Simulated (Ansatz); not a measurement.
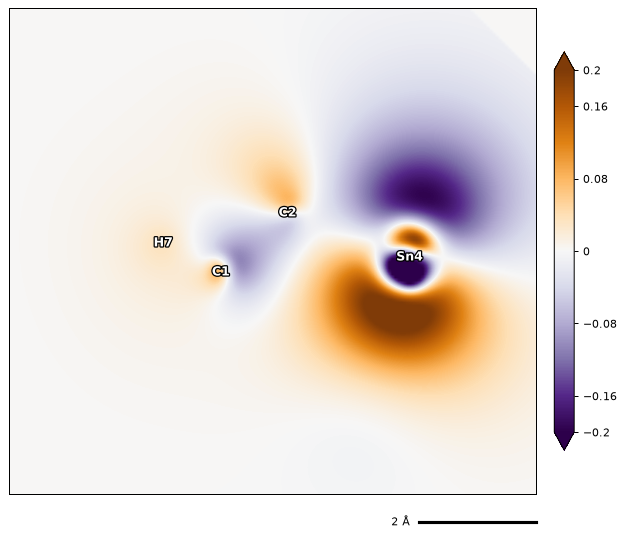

Figure 1: C2H5BrSn (SMILES C[CH2][Sn][Br]). The LUMO on the plane of atoms C2, C1 and H7 (values in Å⁻³ᐟ²; the overall sign is arbitrary).

Geometry: PBE0-D3(BJ)/def2-SVP; core potentials replace the inner electrons of Sn.

The calculation used isolated molecule in a Gaussian basis; Kohn-Sham density functional theory, functional PBE0 in Ansatz.

```yaml
atoms:
  - { symbol: C, position_ang: [0.4892, -1.9821, 0.5999] }
  - { symbol: C, position_ang: [1.1952, -1.3069, 1.7660] }
  - { symbol: Br, position_ang: [-0.0081, 1.5637, 0.0771] }
  - { symbol: Sn, position_ang: [0.4784, 0.6791, 2.4237] }
  - { symbol: H, position_ang: [0.4810, -1.3364, -0.2913] }
  - { symbol: H, position_ang: [-0.5610, -2.2171, 0.8370] }
  - { symbol: H, position_ang: [0.9768, -2.9318, 0.3222] }
  - { symbol: H, position_ang: [1.1937, -1.9434, 2.6692] }
  - { symbol: H, position_ang: [2.2628, -1.1291, 1.5280] }
```

Q: Describe this orbital and give its energy.

A: It lies mainly on Sn4 (about 85 %) and Br3 (about 10 %). Its energy is −2.83 eV.
